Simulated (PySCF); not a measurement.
# C3H12OSSi3 (SMILES CC(=O)[SiH2][C@H]([SiH3])S[SiH3]): what the fields show

```xyz
20

C    -2.4370   -1.0961   -0.8034
C    -1.2954   -0.1481   -0.5809
O    -0.5902    0.2313   -1.4934
Si   -0.9474    0.5155    1.1918
C     0.8278    1.1459    1.0275
Si    1.2832    1.9911   -0.6437
S     2.0822   -0.1369    1.4699
Si    1.7789   -1.7896    0.1571
H    -3.3628   -0.5688   -0.5802
H    -2.4624   -1.4587   -1.8288
H    -2.3585   -1.9302   -0.1101
H    -1.1490   -0.5625    2.1617
H    -1.8803    1.6176    1.4395
H     0.9954    1.8864    1.8116
H     1.8442    1.0729   -1.6209
H     2.3584    2.9277   -0.2774
H     0.1298    2.7716   -1.0811
H     0.4128   -2.2856    0.3344
H     2.7582   -2.7396    0.6573
H     2.0068   -1.4333   -1.2340
```

Geometry: GFN2-xTB.

These are results of PBE0/pcSseg-1, SCF density, gas phase, non-relativistic (PySCF), not measurements.

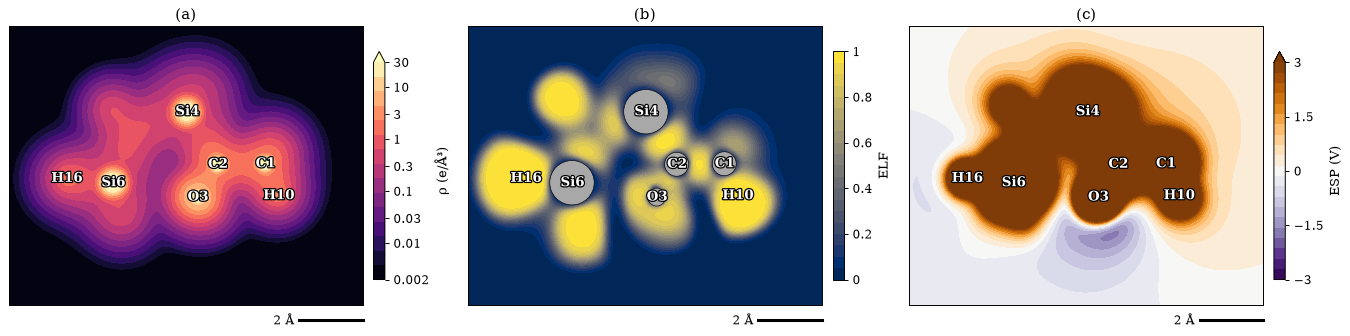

Figure 1. (a) electron density; (b) ELF; (c) electrostatic potential on the plane of atoms C2, C1 and H10. Grey discs cover the atomic cores in the ELF map.

### Interpret the plot.

Atoms in the plane: C, O, Si and H.
C–O (1.21 Å): ρ is about 3.2 e/Å³ halfway; the ELF peaks at about 0.85 between the atoms (a short, multiple covalent bond).
C–C (1.50 Å): the density is about 1.8 e/Å³ at the midpoint; the ELF peaks at about 0.95 between the atoms, as expected for localised, covalent bonding.
C–H (1.09 Å): ρ is about 2 e/Å³ halfway; the ELF climbs to about 1 towards the hydrogen, as it does in any bond to H: a covalent bond by its length.
Si–H (1.47 Å): the density is about 0.8 e/Å³ at the midpoint; the ELF climbs to about 1 towards the hydrogen.
The ELF also peaks beside O3, away from the bonds: lone-pair regions.
Outside the dense part of the molecule the potential is most negative (−1.7 V) near O3.

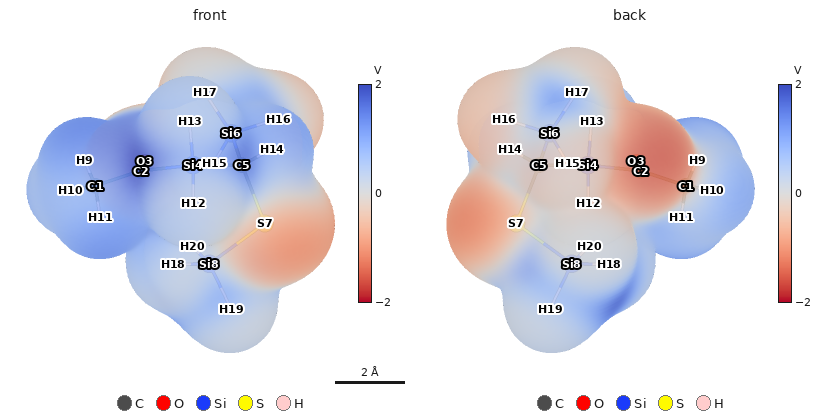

Figure 2. The electrostatic potential painted on the density surface at 0.002 e/bohr³, seen from the front and from behind; the colour scale runs from red (negative) to blue (positive).

### Which sites attract a positive test charge, and which a negative one?

A positive charge is drawn to the negative regions and a negative charge to the positive ones. The most negative region (about −1.3 V, or −30 kcal/mol for a unit charge) lies over O3, the most positive (about +1.6 V, or +37 kcal/mol for a unit charge) over Si4 and Si8. O3 is the likeliest acceptor of a hydrogen bond.

### How polar is the molecule by this calculation?

Its dipole moment is 3.33 D.
